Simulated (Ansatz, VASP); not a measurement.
**Cross-check of SiC (Moissanite) between VASP and Ansatz**

Aim: how closely do two programs agree when they are given the same cell, functional and k mesh? The cell is taken from a series of VASP runs on this material, whose earlier steps may have relaxed, scaled or displaced it; both programs get it as it stands. Valence electrons are named where the data sets of a main pair hold unlike numbers.

Main program and level: Ansatz 0.2.0; plane waves, with VASP 6.6.1 beside it; band structure at HSE06 and band structure at PBE0.

## 1. The structure

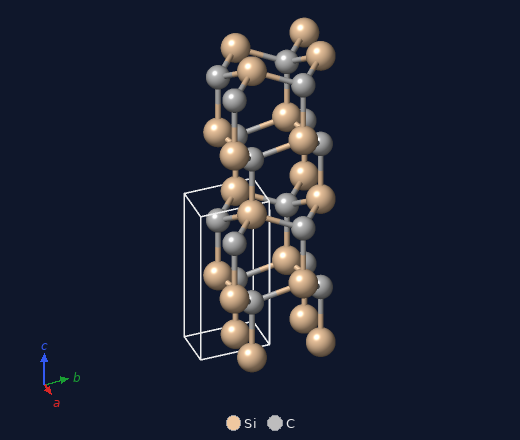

The starting structure, seen slightly off an axis (silicon light orange, carbon light grey). 2×2×2 cells are drawn. Some periodic images of atoms are drawn too.

## 2. Ansatz: band structure, HSE06

Ansatz runs on its default PAW (the set named soft_2) files.

Levels along a path test the potential and the projectors away from the mesh points.

Contents of input.yaml:

```yaml
crystal:
  lattice:
    - [3.076, 0.0, 0.0]
    - [-1.538, 2.663894142, 0.0]
    - [0.0, 0.0, 5.048]
  atoms:
    - { symbol: Si, position: [0.6666666667, 0.3333333333, 0.5] }
    - { symbol: Si, position: [0.3333333333, 0.6666666667, 0.0] }
    - { symbol: C, position: [0.6666666667, 0.3333333333, 0.885] }
    - { symbol: C, position: [0.3333333333, 0.6666666667, 0.385] }
hamiltonian:
  xc: { exchange: pbe, correlation: pbe, exx: { coeff: 0.25, omega: 0.2 } }
  pseudopotentials: { kind: paw }
kpoints:
  mp_grid: { grid: [5, 5, 3] }
  band_path:
    path:
      - [0.0, 0.0, 0.0]
      - [0.44444, 0.0, 0.0]
      - [0.38889, 0.22222, 0.0]
      - [0.33333, 0.33333, 0.0]
      - [0.18519, 0.18519, 0.0]
      - [0.0, 0.0, 0.11111]
      - [0.0, 0.0, 0.5]
      - [0.44444, 0.0, 0.5]
      - [0.38889, 0.22222, 0.5]
      - [0.18519, 0.18519, 0.5]
      - [0.5, 0.0, 0.38889]
      - [0.33333, 0.33333, 0.0]
      - [0.33333, 0.33333, 0.5]
    npoints: 1
scf:
  occupations: { method: gaussian, width: 0.03 }
  n_extra_bands: 8
output:
  forces: true
  stress: true
  eigenvalues: true
```

Run with:

```console
> ansatz run input.yaml --threads 4 --pin off --max-ram 9216MiB --backend cpu --events-out ev --progress --plain --runs-dir out
```

Numbers of over 12 decimals in the logs are rounded to 6 here.

Output:

```text
Warning: output.stress: scf.convergence.dr2_threshold = 1e-7 eV (the SCF's general default) is looser than the 4e-10 eV advised for a printed stress (1e-10 eV for each atom of the cell: 4). What an SCF threshold leaves in a stress goes as its square root, and in the free energy as the threshold itself, and one threshold admits the most on a small cell: [figures from the program's tests cut] Set scf.convergence.dr2_threshold to 4e-10 eV or tighter. The threshold is an SCF's pass mark: one that does not reach it within its budget of iterations ends unconverged, or closes short of it on a stop that the run arms, and scf.convergence.dr2_threshold's page says what that costs each kind of run
Warning: output.stress: scf.exx.energy_threshold = 1e-6 eV is looser than the 4e-8 eV advised for a stress under a hybrid functional (1e-8 eV for each atom of the cell: 4). Every SCF of the exchange loop can meet its threshold on dr2 while the loop round them stops early: no threshold on dr2 bounds what that leaves in the stress. Set scf.exx.energy_threshold to 4e-8 eV or tighter. The threshold is the loop's pass mark: a loop that does not reach it within its budget of cycles ends unconverged, and scf.exx.energy_threshold's page has the law
scf.n_extra_bands = 8 over 8 filled bands (N_el = 16.0): the run solves 16 bands
Engine: ansatz 0.2.0, aarch64-unknown-linux-gnu
Pseudopotentials: kind: paw
Pseudopotential: Si, paw, valence charge 4, recommended cutoff 420 eV (normal), Si.paw.azcp
Pseudopotential: C, paw, valence charge 4, recommended cutoff 420 eV (normal), C.paw.azcp
Functional definition: unnamed
  parameter a_1 = 0.25
  parameter omega_1 = 0.2/angstrom
  exchange = pbe_x + (-a_1)*pbe_x_sr(omega_1) + a_1*exact_x_sr(omega_1)
  correlation = pbe_c
Crystal: 4 atoms, lattice volume = 41.364 Å³
Basis set: ecut = 420 eV, 785 PW (Γ), exchange–correlation on 48×48×72 points (8 copies of the dense FFT grid, shifted against one another)
Bands: 16, of which v1, the nominal top of the filled ones, is band 8 counted from 1 (7 counted from 0)
Symmetry: 12 space group operations
Space group: P63mc (ITA 186), of the structure as read, at distance tolerance 3.5e-5 Å
k-points: 10 of 75 (time reversal used)
Non-local potential: Si, projectors of the file, l = 0: 2, l = 1: 2, l = 2: 2
Non-local potential: C, projectors of the file, l = 0: 2, l = 1: 2, l = 2: 1
PAW form: soft (Blöchl's): semilocal exchange-correlation on the pseudo side does not see the compensation charge
PAW frozen core: Si, regenerated for the run's functional, and the local potential with it (the file was generated under x = pbe(κ = 0.804, μ = 0.219515), c = pbe(β = 0.066725))
PAW frozen core: C, regenerated for the run's functional, and the local potential with it (the file was generated under x = pbe(κ = 0.804, μ = 0.219515), c = pbe(β = 0.066725))
PAW one-centre angular grid: Si, 110 points (default); XC on 64 Gauss nodes
PAW one-centre angular grid: C, 110 points (default); XC on 64 Gauss nodes
Initial density: superposition of atomic densities (neutral atoms: chi_scale 0, normalization atom), corrected by the library's trained network
Initial wavefunctions: pseudopotential atomic-orbital guess
Functional: x = pbe(κ = 0.804, μ = 0.219515), c = pbe(β = 0.066725), warm-up for x = pbe(κ = 0.804, μ = 0.219515) + 0.25 (exact − pbe) at short range (hse, ω = 0.2 Å⁻¹), c = pbe(β = 0.066725)
SCF iter   1: F=—  HF=-1774.216825 eV  |F-HF|=—  |Δ(HF+E_count)|=         —  Δρ=1.59e-3  dr2=7.84e-4  ethr=1.77e-3  ⟨swp⟩=8.0  Hψ=797  notcnv=0
preconditioner: auto → none  [insulator: Δε(μ)=2.794 eV  Ē_g=14.026 eV  σ=0.030 eV  W_gap=1.00  n_scr=2 (ndim 8)  ℏωp=23.1 eV  f_vac=0.000  D(μ)=0.00/eV (n_scr^D=0)]
SCF iter   2: F=-1774.217028 eV  HF=-1774.216970 eV  |F-HF|=5.73e-5  |Δ(HF+E_count)|=   1.45e-4  Δρ=6.94e-4  dr2=1.23e-4  ethr=4.90e-6  ⟨swp⟩=4.1  Hψ=370  notcnv=0  defer=6
SCF 1 stopped early in 2 iterations: F = -1774.217028 eV  dr2 = 1.23e-4
  greatest PAW one-centre occupation: 0.645 electrons in one spin orbital (limit 2), on the C atom at site 3 (counted from 0), in its partial waves of l = 0
Initial density: handed on by an earlier stage of this run
Initial wavefunctions: those handed on with the density
Functional: x = pbe(κ = 0.804, μ = 0.219515) + 0.25 (exact − pbe) at short range (hse, ω = 0.2 Å⁻¹), c = pbe(β = 0.066725)
Exchange kernel: α = 0.2500, screened, ω = 0.2000 Å⁻¹, Wigner–Seitz truncation, v(0) = 1102.4818 eV·Å³, q-mesh 5×5×3, nearest image of the exchange supercell L = 15.14 Å, pair-density grid 15×15×24, without the augmentation charges, whose exchange is taken in its separable form by FFT convolution over the k-point mesh (sized by the pseudopotential files, 18×18×36 at the most), smooth part of the exact exchange by density-matrix convolution
Frozen-core exchange: fock
SCF iter   1: F=—  HF=-1775.509462 eV  |F-HF|=—  |Δ(HF+E_count)|=         —  Δρ=5.63e-3  dr2=7.50e-3  ethr=7.72e-6  ⟨swp⟩=6.2  Hψ=748  notcnv=0
preconditioner: auto → none  [insulator: Δε(μ)=3.744 eV  Ē_g=15.995 eV  σ=0.030 eV  W_gap=1.00  n_scr=2 (ndim 8)  ℏωp=23.1 eV  f_vac=0.000  D(μ)=0.00/eV (n_scr^D=0)]
SCF iter   2: F=—  HF=-1775.506483 eV  |F-HF|=—  |Δ(HF+E_count)|=   2.98e-3  Δρ=2.55e-3  dr2=1.74e-3  ethr=7.72e-6  ⟨swp⟩=3.0  Hψ=359  notcnv=0
iter 3 solved again at ethr=7.30e-7 eV; its pass at ethr=7.72e-6 eV (dr2=1.17e-4 eV) is discarded
SCF iter   3: F=—  HF=-1775.510363 eV  |F-HF|=—  |Δ(HF+E_count)|=   3.88e-3  Δρ=5.87e-4  dr2=1.37e-4  ethr=7.30e-7  ⟨swp⟩=2.1  Hψ=561  notcnv=0
SCF iter   4: F=—  HF=-1775.510329 eV  |F-HF|=—  |Δ(HF+E_count)|=   3.42e-5  Δρ=2.01e-4  dr2=1.94e-5  ethr=7.26e-7  ⟨swp⟩=3.0  Hψ=285  notcnv=0
SCF iter   5: F=—  HF=-1775.510362 eV  |F-HF|=—  |Δ(HF+E_count)|=   3.31e-5  Δρ=9.56e-5  dr2=3.23e-6  ethr=9.37e-8  ⟨swp⟩=3.0  Hψ=297  notcnv=0
SCF iter   6: F=-1775.510361 eV  HF=-1775.510361 eV  |F-HF|=8.65e-8  |Δ(HF+E_count)|=   8.21e-7  Δρ=2.15e-5  dr2=5.01e-7  ethr=1.80e-8  ⟨swp⟩=2.5  Hψ=308  notcnv=0  defer=1
SCF 2 stopped early in 6 iterations: F = -1775.510361 eV  dr2 = 5.01e-7
  Residual-converged pass: ⟨swp⟩=4.0  Hψ=336  notcnv=0  max |occ|·‖R‖ = 6.1e-6 eV (tolerance 6.7e-6 eV)  dr2=4.93e-7  dr2_onsite=2.68e-9  max |Δocc| = 0.0e0
  greatest PAW one-centre occupation: 0.646 electrons in one spin orbital (limit 2), on the C atom at site 3 (counted from 0), in its partial waves of l = 0
hybrid outer 1: dexx = +4.892e-3 eV, tail = 5.13e-6 eV
Exchange kernel: α = 0.2500, screened, ω = 0.2000 Å⁻¹, Wigner–Seitz truncation, v(0) = 1102.4818 eV·Å³, q-mesh 5×5×3, nearest image of the exchange supercell L = 15.14 Å, pair-density grid 15×15×24, without the augmentation charges, whose exchange is taken in its separable form by FFT convolution over the k-point mesh (sized by the pseudopotential files, 18×18×36 at the most), smooth part of the exact exchange by density-matrix convolution
Frozen-core exchange: fock
SCF iter   1: F=—  HF=-1775.510336 eV  |F-HF|=—  |Δ(HF+E_count)|=         —  Δρ=1.60e-5  dr2=3.78e-8  ethr=1.60e-7  ⟨swp⟩=5.2  Hψ=469  notcnv=0
preconditioner: auto → none  [insulator: Δε(μ)=3.779 eV  Ē_g=16.003 eV  σ=0.030 eV  W_gap=1.00  n_scr=2 (ndim 8)  ℏωp=23.1 eV  f_vac=0.000  D(μ)=0.00/eV (n_scr^D=0)]
SCF iter   2: F=—  HF=-1775.510336 eV  |F-HF|=—  |Δ(HF+E_count)|=   4.90e-8  Δρ=8.14e-6  dr2=9.22e-9  ethr=2.03e-10  ⟨swp⟩=3.8  Hψ=345  notcnv=0  defer=1
SCF iter   3: F=-1775.510336 eV  HF=-1775.510336 eV  |F-HF|=1.14e-9  |Δ(HF+E_count)|=   3.26e-9  Δρ=3.89e-6  dr2=1.60e-9  ethr=4.61e-11  ⟨swp⟩=2.9  Hψ=281  notcnv=0  defer=1
SCF 3 converged in 3 iterations: F = -1775.510336 eV  dr2 = 1.60e-9
  Residual-converged pass: ⟨swp⟩=3.0  Hψ=320  notcnv=0  max |occ|·‖R‖ = 5.1e-7 eV (tolerance 6.3e-7 eV)  dr2=1.59e-9  dr2_onsite=1.37e-10  max |Δocc| = 0.0e0
hybrid outer 2: dexx = +4.953e-8 eV, tail = 4.51e-9 eV, Δε = 7.48e-4 eV (about 2.48e-5 eV left of the loop's levels), ΔF = 3.65e-4 eV/Å (tail 1.53e-4)
NSCF: frozen V_eff on 13 k-points
hybrid SCF converged: 2 outer / 9 inner (+2 warm-up), last move |dexx| = 4.95e-8 eV, tail = 4.51e-9 eV
Stability not checked: this state was not tested for a lower state beside it, because the functional holds exact exchange (a hybrid, or Hartree-Fock), whose exchange loop this test does not read (fock_operator; see scf.lower_state_search)
Free energy (F): -1775.510336 eV
Frozen-core exchange: fock
Harris-Foulkes:  -1775.510336 eV  (|F-HF|=1.14e-9)
Internal energy: -1775.510336 eV  (E = F + TS)
E sigma→0 (E₀):  -1775.510336 eV
Fermi energy:    11.110426 eV
--- Per-component energies (eV) ---
  E_band       = 38.243912
  E_kinetic    = 271.927070
  E_local      = -209.022832  (includes V_loc(G=0)·N_el)
  E_nonlocal   = 101.051974
  E_hartree    = 65.495822
  E_xc         = -171.264292
  E_vxc        = -176.595016  (∫ρ·V_xc dr)
  E_exx        = -30.681262  (= α·E_x^exact, valence–valence)
  E_paw        = -1234.293163  (= ΣΔE_a)
  E_vpaw       = -18.746283  (= ΣTr[D̂ρ^β])
  E_aug_tail   = 0.000027  (compensation charges beyond the density's cutoff)
  E_ewald      = -568.570884
  E_core_change = -0.152796  (= ΣΔE_core)
  E_smearing   = -0.000000  (= −TS)
  E_closure    = -0.000001  (closes the sum)
  Σ components = -1775.510336   (vs F -1775.510336, Δ=0.00e0)
--- Forces (eV/Å), atoms counted from 1 ---
  atom   1  Si    -0.00000000     0.00000000     0.76072499
  atom   2  Si     0.00000000    -0.00000000     0.76072499
  atom   3  C     -0.00000000     0.00000000    -0.76074772
  atom   4  C      0.00000000    -0.00000000    -0.76074772
  max |Σ_I F_I| component: 4.55e-5 eV/Å
--- Stress (GPa, compression-positive) ---
        0.690609      -0.000000       0.000000
       -0.000000       0.690609       0.000000
        0.000000       0.000000      -4.375941
  P = ⅓ Tr σ = -0.9982 GPa (-9.982 kbar)
--- Band table (eV; the first three rows and the last of 10) ---
  k-point 0: bands = [... 4 lower, 7.4781, 8.8964, 8.8964, 9.2210, 15.0028, 16.4903, 16.9445, 16.9445, ... 4 higher]
  k-point 1: bands = [... 4 lower, 7.7914, 7.7914, 8.4960, 8.4960, 15.5249, 16.9399, 17.1986, 17.1986, ... 4 higher]
  k-point 2: bands = [... 4 lower, 6.5123, 6.5999, 8.4298, 8.6204, 14.6784, 16.8349, 17.3362, 18.0763, ... 4 higher]
  k-point 9: bands = [... 4 lower, 3.2811, 4.6186, 6.0971, 7.0959, 14.1110, 15.8942, 16.4046, 16.7876, ... 4 higher]
```

The job ended after 19 s (4 threads of Arm Neoverse V1, shared host; peak memory 0.6 GiB).

In the SCF lines HF is the Harris–Foulkes energy and dr2 the Hartree energy of the density residual, in eV; the loop may stop once dr2 is under the threshold and the program's other checks hold. Hψ counts applications of the Hamiltonian.

(Continued in part 2 of 3.)

[Lines on the potential files, build, host, timing and source positions are cut from VASP's logs without a mark.]

[Logs are printed without paths, hosts, clocks, repeated set-up lines and the standing remarks that a program may print on its own settings, such as how far it seeks lower states.]

[Hosts, paths, dates, database ids (printed as entryN), source tags and the programs' standing remarks are cut or masked in the printed files.]
